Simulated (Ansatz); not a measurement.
```
atom    x (Å)    y (Å)    z (Å)
   F   1.3495   2.4932  -1.0396
  In  -0.0649   1.2273  -1.4136
  Br   1.1498  -1.1069  -1.0204
  In  -0.1039  -1.3292   1.3157
   F   1.2980  -0.8933   2.5758
  Br  -1.2806   1.0280   0.9446
   H  -1.1450   1.1944  -2.7138
   H  -1.2029  -2.6134   1.3513
```

Geometry: PBE0-D4/def2-TZVP; core potentials replace the inner electrons of In.

Theory: RKS PBE0-D4/def2-TZVPP (Ansatz).

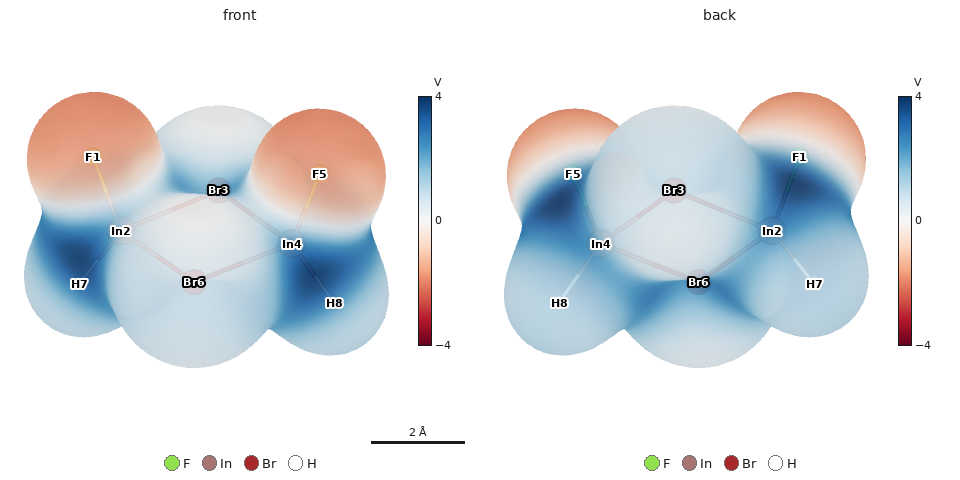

Br2F2H2In2 (SMILES [F][InH-]1[Br+][InH-]([F])[Br+]1). The molecular electrostatic potential painted on the density surface at 0.004 e/bohr³, seen from the front and from behind; red is negative and blue positive.

Q: Which sites attract a positive test charge, and which a negative one?

A: A positive charge is drawn to the negative regions and a negative charge to the positive ones. The most negative region (about −1.8 V) lies over F1 and F5, the most positive (about +3.8 V) over In2 and In4.
